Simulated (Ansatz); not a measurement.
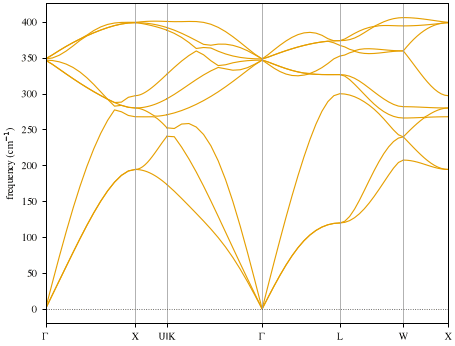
Figure. Phonon dispersion of CoSi$_{2}$ (fluorite or antifluorite type, Fm-3m), DFT-LDA in the program Ansatz with PAW potentials; imaginary frequencies are drawn negative

### Question
Is this phase dynamically stable?

### Answer
Yes, on this path no branch is imaginary.

### Question
How high does the spectrum reach?

### Answer
About 410 cm⁻¹ (12.2 THz).

The LDA relaxation kept the symmetry of its start. No spin polarisation was allowed. As this level gives no gap, phonon frequencies hold no LO–TO term and depend on the k-mesh and smearing (Fermi–Dirac, 0.1 eV here).

Potentials: the later of the program's two PAW sets.
